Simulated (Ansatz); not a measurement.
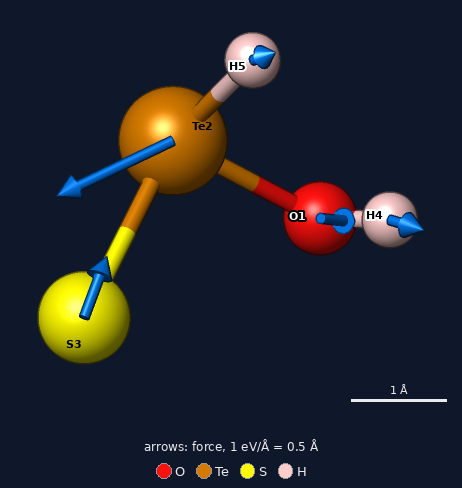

Starting geometry of H2TeSO with the computed forces as blue arrows. The picture is a ball-and-stick view, seen at a tilt.

It is one of the separated reactants of a reaction.

All numbers below come from RKS PBE-D4/def2-SVP in Ansatz 0.2.0.

Input
```yaml
crystal:
  periodic: [false, false, false]
  atoms:
    - {symbol: O, position_ang: [-1.473829, -0.803742, 0.222600]}
    - {symbol: Te, position_ang: [-0.581062, 0.400623, -1.040120]}
    - {symbol: S, position_ang: [1.002101, 1.440458, 0.364341]}
    - {symbol: H, position_ang: [-0.968966, -1.620890, 0.279345]}
    - {symbol: H, position_ang: [0.288254, -0.771489, -1.892496]}
basis:
  gaussian: {orbitals: def2-SVP}
hamiltonian: {xc: pbe, dispersion: d4}
relax: {f_tol: 0.03, max_steps: 250}
```

Run as
```bash
ansatz run in.yaml --threads 2 --pin off --events-out ev --progress --plain --max-ram 4352MiB
```

Is this structure relaxed? If not, where do the atoms go?

It isn't relaxed: the largest force vector, on Te2, is 2.81 eV/Å. The final displacements have little in common with the starting forces (cosine between the two patterns 0.12). H4 moves most after the best rigid fit: 0.42 Å. Largest moves by element: H 0.42 Å, O 0.34 Å, S 0.16 Å, Te 0.06 Å. Near-neighbour distances that change, for instance: Te2–S3 2.358 → 2.264 Å, O1–Te2 1.960 → 2.037 Å, Te2–H5 1.690 → 1.736 Å, O1–H4 0.962 → 0.983 Å. Among the angles between lasting bonds that change: O1–Te2–S3 101.1° → 107.6°, O1–Te2–H5 97.6° → 93.3°, S3–Te2–H5 105.1° → 101.7°. Groups turn about O1–Te2 by about 55°. After 7 accepted moves (8 points after the start) the energy has fallen by 0.303 eV. The largest force component goes from 2.5 to 0.014 eV/Å. The line search rejected the trial step at point 2 of the run. Cost: 12 s on 2 threads of Intel Xeon Platinum 8259CL @ 2.50GHz, with other jobs on the host.
